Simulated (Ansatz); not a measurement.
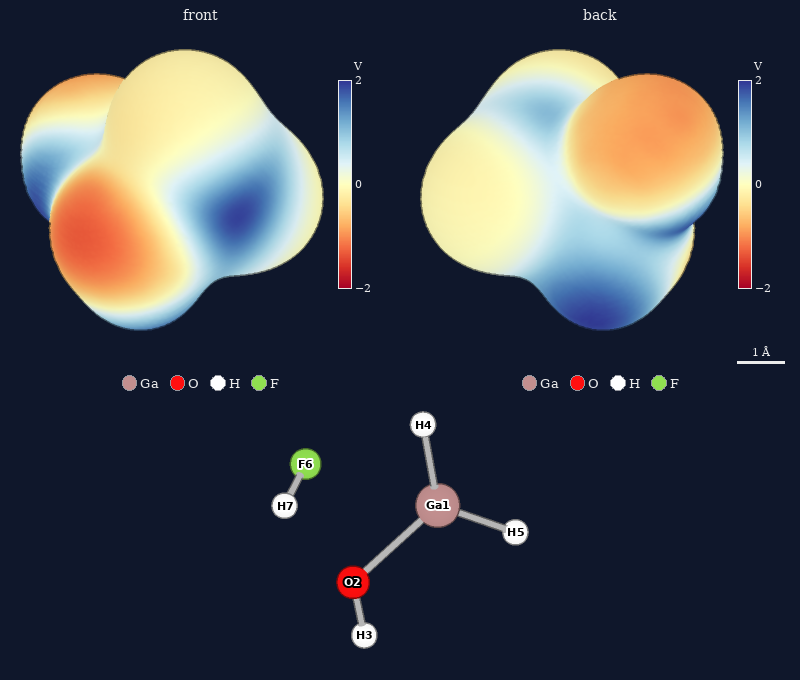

Figure 1: GaH₃O···HF. The molecular electrostatic potential painted on the density surface at 0.001 e/bohr³, seen from the front and from behind; red is negative and blue positive. The bare structure is drawn below in the same view.

All numbers below come from RKS PBE0-D4/def2-SVP (Ansatz 0.2.0).

```xyz
7

Ga   -0.0597   -0.2448   -0.0010
O    -0.0295   -0.2878    1.7969
H    -0.8959   -0.4011    2.1995
H     1.3617   -0.2324   -0.6304
H    -1.4718   -0.3227   -0.6711
F     0.0974    2.4678    0.9909
H     0.2373    1.8939    1.7054
```

### Which sites attract a positive test charge, and which a negative one?

A positive charge is drawn to the negative regions and a negative charge to the positive ones. The most negative region (about −1.3 V) lies over O2, the most positive (about +1.9 V) over Ga1 and H3. O2 is the likeliest acceptor of a hydrogen bond.
